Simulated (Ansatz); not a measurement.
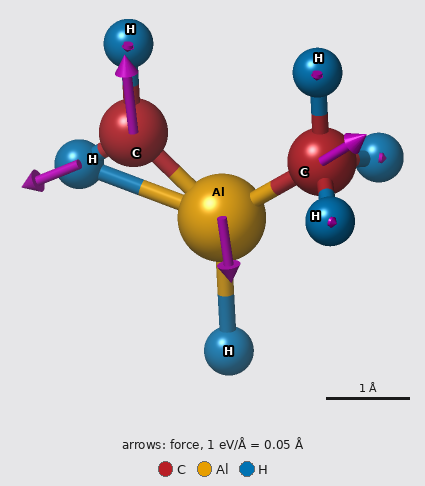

Starting geometry of C₂H₆Al (charge −1) with the computed forces as purple arrows. The picture is a ball-and-stick view, seen at a tilt.

It is one of the separated reactants of a reaction.

The calculation used RKS PBE-D4/def2-SVPD in Ansatz.

Input
```yaml
crystal:
  periodic: [false, false, false]
  atoms:
    - {symbol: C, position_ang: [-0.752556, 0.562683, -0.980346]}
    - {symbol: Al, position_ang: [0.225455, 0.659789, 0.136818]}
    - {symbol: C, position_ang: [0.374522, -0.843953, 0.594799]}
    - {symbol: H, position_ang: [-1.333925, -0.328918, -1.486461]}
    - {symbol: H, position_ang: [-0.825417, 1.389180, -1.221754]}
    - {symbol: H, position_ang: [1.092783, 1.997177, 0.890456]}
    - {symbol: H, position_ang: [-0.206335, -1.742372, 0.092477]}
    - {symbol: H, position_ang: [1.426599, -0.963939, 0.371064]}
    - {symbol: H, position_ang: [-0.001125, -0.729647, 1.602948]}
basis:
  gaussian: {orbitals: def2-SVPD}
total_charge: -1
hamiltonian: {xc: pbe, dispersion: d4}
relax: {f_tol: 0.03, max_steps: 250}
```

Launched with:
```bash
ansatz run in.yaml --threads 2 --pin off --events-out ev --progress --plain --max-ram 4352MiB
```

### What follows when this structure is relaxed?

It isn't relaxed: the largest force vector, on C1, is 20.67 eV/Å. The final displacements follow the starting forces only in part (cosine between the two patterns 0.36). H5 moves most after the best rigid fit: 0.89 Å. Largest moves by element: H 0.89 Å, C 0.58 Å, Al 0.10 Å. Some distances before and after: Al2–H5 1.866 → 2.644 Å, Al2–C3 1.579 → 2.025 Å, C1–Al2 1.488 → 1.854 Å, C1–H5 0.864 → 1.108 Å. Among the angles between lasting bonds that change: Al2–C1–H5 101.7° → 124.5°, C1–Al2–C3 102.6° → 124.6°, H8–C3–H9 122.8° → 106.0°. After 8 accepted moves (9 points after the start) the energy has fallen by 826.0 kJ/mol. Largest force component: 15 eV/Å at the start, 0.011 eV/Å at the end. The line search rejected the trial step at point 6 of the run.
